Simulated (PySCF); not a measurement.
**Two runs on C4H12S3Si**

System: C4H12S3Si (MeSi(SMe)3), SMILES CS[Si](C)(SC)SC.
Method of the first run: GIAO PBE0/def2-SVP NMR shielding, non-relativistic, gas phase (PySCF 2.14.0).

The geometry comes from this level: PBE0-D3(BJ)/def2-SVP. Text and figures count atoms from 1; the logs count them from 0 in places.

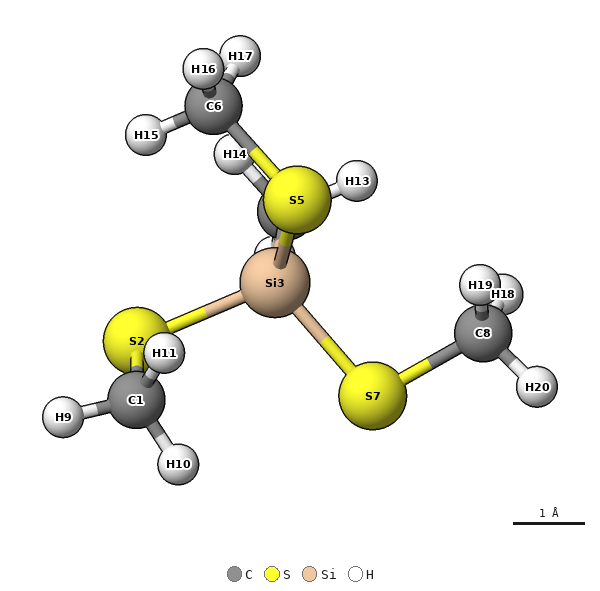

Fig. 1: The input geometry (ball-and-stick view, seen at a tilt; atoms are numbered from 1 in the order of the input).

Input, the first run:
```
{"job": {"kind": "nmr", "xc": "PBE0", "basis": "def2-SVP", "pop": true}, "charge": 0, "multiplicity": 1}
C     -2.546444    -1.546618     0.461725
S     -1.812462    -0.980491    -1.107686
Si     0.090343    -0.299494    -0.420248
C      0.961000     0.440717    -1.897890
S     -0.136982     1.117612     1.180692
C     -0.939541     2.477007     0.269151
S      1.112685    -1.973193     0.430134
C      2.588794    -1.175222     1.146845
H     -3.621538    -1.677575     0.282227
H     -2.106283    -2.502686     0.774158
H     -2.390875    -0.792717     1.246420
H      1.061138    -0.317318    -2.689206
H      1.965411     0.786421    -1.610154
H      0.400421     1.297941    -2.300720
H     -1.752192     2.088235    -0.361854
H     -1.364656     3.158730     1.017547
H     -0.216750     3.029840    -0.346782
H      3.257465    -0.794263     0.362398
H      2.312365    -0.358981     1.827536
H      3.117686    -1.952644     1.714328
```

The first line tells a small driver script what to run in PySCF; the rest is the geometry in Å.

Hardware: 1 CPU thread, shared host.

Output (the first run):
```
coarse grid: 18280 points
cycle   1  E = -1642.2969022004  dE =  4.249e-01  |g| = 3.880e-01  |ddm| = 4.457e+00
cycle   2  E = -1642.3015083214  dE = -4.606e-03  |g| = 3.784e-01  |ddm| = 1.040e+00
cycle   3  E = -1642.3406898708  dE = -3.918e-02  |g| = 5.683e-02  |ddm| = 5.208e-01
cycle   4  E = -1642.3416025534  dE = -9.127e-04  |g| = 1.960e-02  |ddm| = 1.088e-01
cycle   5  E = -1642.3417139943  dE = -1.114e-04  |g| = 6.186e-03  |ddm| = 3.355e-02
cycle   6  E = -1642.3417244993  dE = -1.051e-05  |g| = 1.132e-03  |ddm| = 7.999e-03
cycle   7  E = -1642.3417248399  dE = -3.406e-07  |g| = 2.617e-04  |ddm| = 1.842e-03
final grid: 156464 points
cycle   8  E = -1642.5062347346  dE = -2.464e-05  |g| = 1.077e-02  |ddm| = 3.816e-02
cycle   9  E = -1642.5062163362  dE =  1.840e-05  |g| = 1.348e-02  |ddm| = 2.514e-02
cycle  10  E = -1642.5062656549  dE = -4.932e-05  |g| = 5.744e-04  |ddm| = 1.434e-02
cycle  11  E = -1642.5062657527  dE = -9.779e-08  |g| = 1.333e-04  |ddm| = 9.646e-04
cycle  12  E = -1642.5062657571  dE = -4.407e-09  |g| = 5.463e-05  |ddm| = 2.186e-04
cycle  13  E = -1642.5062657580  dE = -8.085e-10  |g| = 1.065e-05  |ddm| = 6.890e-05
converged SCF energy = -1642.5062657580

GIAO shielding tensors (ppm)
atom      isotropic    diamagn.    paramagn.     s11        s22        s33       span
  0 C      180.791     246.153     -65.362    170.567    172.480    199.327     28.760
  1 S      726.763    1058.058    -331.295    648.898    667.651    863.738    214.840
  2 Si     352.530     884.241    -531.711    311.168    354.171    392.251     81.083
  3 C      191.879     249.930     -58.051    183.040    191.429    201.169     18.129
  4 S      733.145    1059.607    -326.462    642.834    681.812    874.788    231.955
  5 C      182.024     246.923     -64.899    170.952    174.898    200.223     29.271
  6 S      713.985    1058.254    -344.269    626.357    697.101    818.497    192.140
  7 C      181.074     246.073     -64.999    169.007    175.351    198.863     29.856
  8 H       29.770      28.442       1.327     23.701     26.331     39.276     15.575
  9 H       29.431      29.932      -0.500     23.215     27.989     37.089     13.874
 10 H       29.089      31.066      -1.977     22.650     30.237     34.381     11.731
 11 H       31.001      29.764       1.237     26.597     28.234     38.172     11.575
 12 H       30.838      31.233      -0.396     26.545     28.702     37.266     10.721
 13 H       30.789      31.295      -0.506     25.872     29.803     36.691     10.819
 14 H       29.356      30.965      -1.609     23.042     29.693     35.332     12.290
 15 H       29.744      29.004       0.740     23.736     26.367     39.129     15.393
 16 H       29.804      30.547      -0.742     23.903     27.644     37.866     13.963
 17 H       29.588      29.996      -0.408     23.949     27.636     37.178     13.230
 18 H       29.401      31.122      -1.720     22.197     30.557     35.451     13.254
 19 H       29.716      28.367       1.350     23.659     26.423     39.066     15.407
```

The second run used a changed input.

The two runs side by side:

| quantity | the first run | the second run |
| --- | --- | --- |
| outcome | converged | converged |
| total energy (hartree) | −1642.506266 | −1640.967431 |
| HOMO (eV) | −6.73 | −7.12 |
| LUMO (eV) | 0.57 | 0.41 |
| dipole moment (D) | 1.84 | 2.40 |
| shielding of C1 (ppm) | 180.8 | 177.5 |
| shielding of S2 (ppm) | 726.8 | 736.7 |
| shielding of Si3 (ppm) | 352.5 | 269.2 |
| shielding of S5 (ppm) | 733.1 | 751.1 |
| shielding of C6 (ppm) | 182.0 | 179.0 |
| shielding of S7 (ppm) | 714.0 | 722.4 |
| shielding of C8 (ppm) | 181.1 | 177.6 |
| SCF iterations | 13 | 12 |
| basis functions | 188 | 112 |
| wall time (shared host) | 42 s | 19 s |

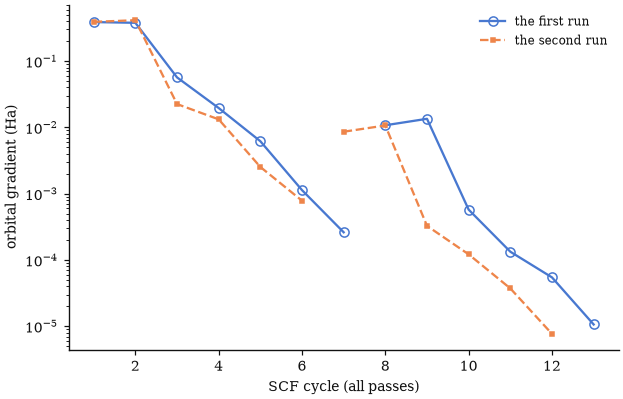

Fig. 2: Convergence of the two runs: orbital gradient against the SCF cycle. A break in a curve parts two SCF passes (coarse and final grid). The first run takes 13 cycles in all, and the second run takes 12.

Which change of the input explains these differences?

The change (lines with − go, lines with + come):
```diff
-"basis": "def2-SVP"
+"basis": "pcSseg-0"
```

The total energy of the second run is 965.6 kcal/mol higher, which measures the change of basis and not a stability. The HOMO goes from −6.73 to −7.12 eV. The LUMO goes from 0.57 to 0.41 eV. The dipole moment goes from 1.84 to 2.40 D. Of all shieldings, the largest change is that of Si3, by −83.4 ppm. The SCF takes 12 iterations against 13. The basis functions go from 188 to 112.

Output (the second run):
```
coarse grid: 18280 points
cycle   1  E = -1640.7932266802  dE =  4.039e-01  |g| = 3.909e-01  |ddm| = 4.536e+00
cycle   2  E = -1640.7928745085  dE =  3.522e-04  |g| = 4.138e-01  |ddm| = 1.736e+00
cycle   3  E = -1640.8454538910  dE = -5.258e-02  |g| = 2.250e-02  |ddm| = 8.606e-01
cycle   4  E = -1640.8455767426  dE = -1.229e-04  |g| = 1.323e-02  |ddm| = 7.431e-02
cycle   5  E = -1640.8456283917  dE = -5.165e-05  |g| = 2.531e-03  |ddm| = 2.795e-02
cycle   6  E = -1640.8456302411  dE = -1.849e-06  |g| = 7.841e-04  |ddm| = 6.184e-03
final grid: 156464 points
cycle   7  E = -1640.9674107643  dE = -2.022e-05  |g| = 8.607e-03  |ddm| = 3.693e-02
cycle   8  E = -1640.9673996421  dE =  1.112e-05  |g| = 1.069e-02  |ddm| = 2.674e-02
cycle   9  E = -1640.9674305423  dE = -3.090e-05  |g| = 3.270e-04  |ddm| = 1.534e-02
cycle  10  E = -1640.9674305685  dE = -2.622e-08  |g| = 1.216e-04  |ddm| = 6.743e-04
cycle  11  E = -1640.9674305723  dE = -3.776e-09  |g| = 3.725e-05  |ddm| = 2.040e-04
cycle  12  E = -1640.9674305726  dE = -3.606e-10  |g| = 7.679e-06  |ddm| = 5.451e-05
converged SCF energy = -1640.9674305726

GIAO shielding tensors (ppm)
atom      isotropic    diamagn.    paramagn.     s11        s22        s33       span
  0 C      177.475     254.522     -77.048    165.586    166.997    199.840     34.254
  1 S      736.662    1056.684    -320.021    653.081    686.960    869.946    216.864
  2 Si     269.179     878.100    -608.921    220.543    273.657    313.339     92.796
  3 C      191.560     261.547     -69.986    181.359    190.839    202.482     21.123
  4 S      751.058    1056.082    -305.024    652.026    703.803    897.344    245.319
  5 C      178.974     254.372     -75.399    166.467    170.183    200.272     33.805
  6 S      722.383    1056.745    -334.362    628.045    723.787    815.317    187.273
  7 C      177.647     253.812     -76.165    162.839    171.024    199.077     36.239
  8 H       31.064      30.505       0.559     24.856     27.333     41.004     16.148
  9 H       30.865      29.767       1.098     24.432     29.309     38.856     14.424
 10 H       30.725      28.702       2.023     23.708     32.238     36.228     12.521
 11 H       32.486      31.464       1.022     27.572     29.603     40.283     12.711
 12 H       32.478      31.664       0.814     27.663     30.373     39.399     11.737
 13 H       32.231      31.666       0.565     26.700     31.271     38.723     12.023
 14 H       31.004      29.391       1.613     24.343     31.513     37.157     12.814
 15 H       31.003      30.088       0.914     24.779     27.326     40.903     16.124
 16 H       31.323      29.970       1.353     25.340     29.040     39.589     14.249
 17 H       31.120      29.850       1.269     25.356     29.120     38.883     13.527
 18 H       30.875      28.976       1.899     23.367     32.182     37.077     13.710
 19 H       30.939      30.362       0.577     24.612     27.399     40.807     16.195
```
